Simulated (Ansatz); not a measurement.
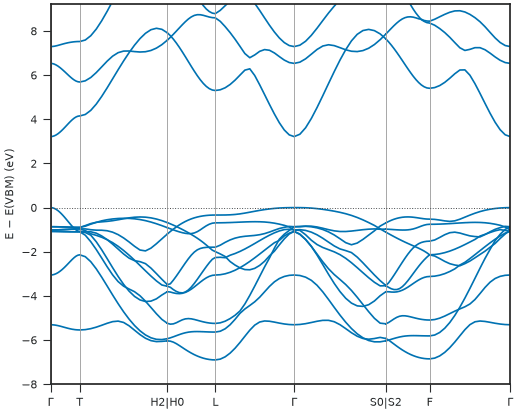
Figure: Band structure from DFT-r²SCAN+D4 in the program Ansatz with PAW potentials

**Question.** Read off the gap and where the band edges lie.

**Answer.** About 3.2 eV (3.22 eV by a search for the band edges); maximum at Γ, minimum at Γ.

The material is Ga2O3 in space group R-3m (No. 166; Ga on 6c, O on 3a, O on 6c).

The cell is a constructed one: a structure type filled with these elements; neither database checked (COD, Materials Project) lists it. It is not the phase usual at ambient conditions (space group No. 12, 167). Symmetry was held in the r²SCAN+D4 relaxation; its stability against distortions is not shown here. Scalar-relativistic: spin–orbit coupling is off unless named, which matters more the heavier the elements.

Potentials: the later of the program's two PAW sets.
